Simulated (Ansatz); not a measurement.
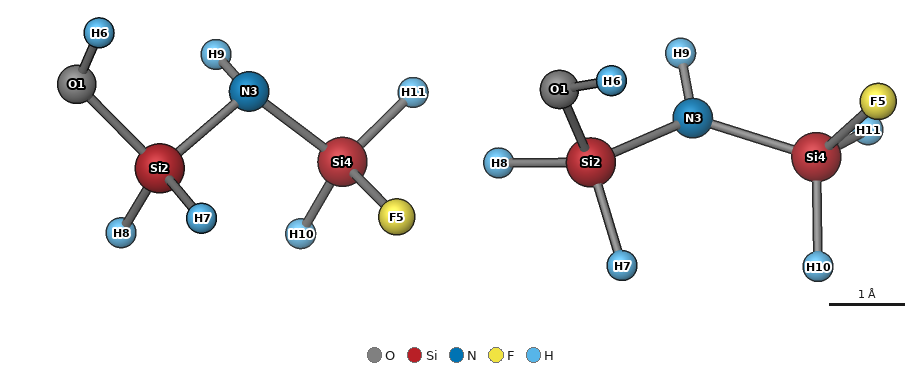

Two geometries of Si2NH6OF (coarse preliminary run), drawn at one scale. One is the start of a relaxation, the other its converged end. The picture is a ball-and-stick view, seen at a tilt.

Theory: RKS PBE-D4/def2-SVP in Ansatz. Set-up: force threshold 0.03 eV/Å; at most 200 steps.

Which one is relaxed?

The right one is the relaxed one. The start comes from a force field. The atom that moves furthest after the best rigid fit is H10 (1.70 Å). By element the largest moves are H 1.70 Å, F 1.58 Å, N 0.71 Å, O 0.61 Å, Si 0.51 Å. Near-neighbour distances that change, for instance: Si2–Si4 2.797 → 3.139 Å, Si2–H7 1.464 → 1.504 Å, O1–Si2 1.642 → 1.679 Å, Si2–N3 1.721 → 1.758 Å. Among the angles between lasting bonds that change: Si2–N3–Si4 109.6° → 128.0°, O1–Si2–N3 99.8° → 114.2°, Si2–N3–H9 106.7° → 115.6°. Over 15 geometry steps the energy falls by 84.7 kJ/mol. The largest force component goes from 1.4 to 0.019 eV/Å.
